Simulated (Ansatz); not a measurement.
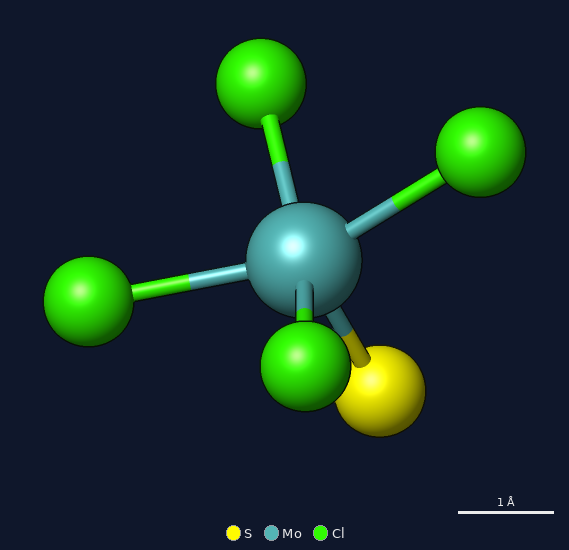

Starting structure of MoSCl$_{4}$. Style: ball-and-stick. Shown from a free direction.

The start comes from PBE-D4/def2-SVP.

Computed with RKS PBE0-D4/def2-TZVP (Ansatz).

Input
```yaml
crystal:
  periodic: [false, false, false]
  atoms:
    - {symbol: S, position_ang: [-2.093917, -0.098297, 0.145938]}
    - {symbol: Mo, position_ang: [-0.010005, -0.010678, -0.004961]}
    - {symbol: Cl, position_ang: [0.710637, -1.101444, 1.899254]}
    - {symbol: Cl, position_ang: [0.550152, -1.927615, -1.160016]}
    - {symbol: Cl, position_ang: [0.331128, 1.119965, -1.989095]}
    - {symbol: Cl, position_ang: [0.554105, 1.954069, 1.062781]}
basis:
  gaussian: {orbitals: def2-TZVP}
hamiltonian: {xc: pbe0, dispersion: d4}
relax: {f_tol: 0.005, max_steps: 150}
```

Launched with:
```bash
ansatz run in.yaml --threads 4 --pin off --events-out ev --progress --plain --max-ram 11315MiB
```

Where does the relaxation end?

After 5 geometry steps the energy has fallen by 0.066 eV. The largest force component goes from 1.3 to 0.00011 eV/Å. The largest move after the best rigid fit is that of Cl3, 0.047 Å. By element the largest moves are Cl 0.047 Å, Mo 0.020 Å, S 0.017 Å. Among the contacts that change: S1–Mo2 2.091 → 2.054 Å, Mo2–Cl3 2.310 → 2.277 Å. Among the angles between lasting bonds that change: Cl3–Mo2–Cl5 153.3° → 151.1°. The run took 52 s on 4 threads of Arm Neoverse V1, with other jobs on the host.

The structure at the end:

```xyz
6

S    -2.0770   -0.0970    0.1460
Mo   -0.0299   -0.0122   -0.0050
Cl    0.7230   -1.0793    1.8599
Cl    0.5359   -1.9022   -1.1412
Cl    0.3514    1.1020   -1.9535
Cl    0.5387    1.9248    1.0476
```
